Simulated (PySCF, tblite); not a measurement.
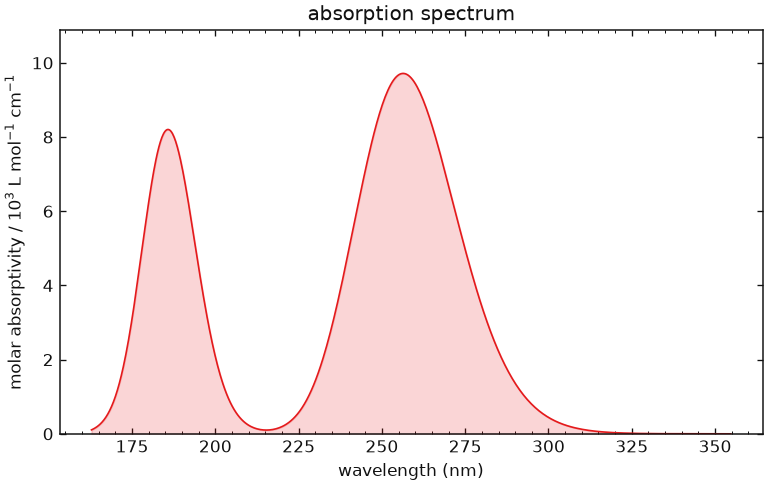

Vertical TDDFT excitations, CAM-B3LYP/def2-SVPD, PySCF 2.14.0, at a GFN2-xTB geometry (a minimum by its frequencies), gas phase. The lowest 8 singlet states are shown; each is broadened by a Gaussian of 1/e half-width 0.40 eV.

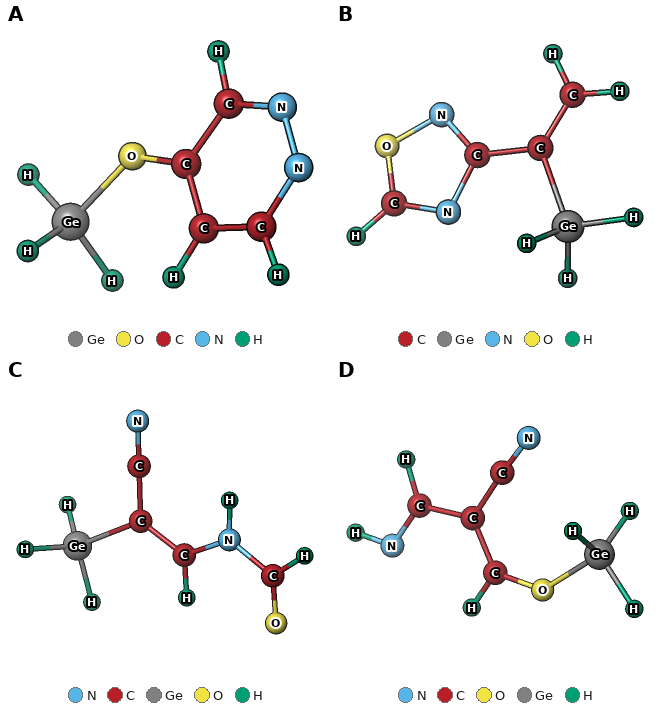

Whose absorption spectrum is this? The candidates are drawn in the second picture.

Answer. Structure D, C₄H₆GeN₂O, singlet. Its lowest singlet lies at 4.70 eV (f = 0.001) and the brightest of those computed is S2 at 4.84 eV (256 nm), f = 0.239, mainly HOMO → LUMO (97 %).

Known limits of this run: the tight-binding geometry is rougher than a DFT one and adds to the error; one conformer of a flexible molecule; core orbitals are frozen in the response.
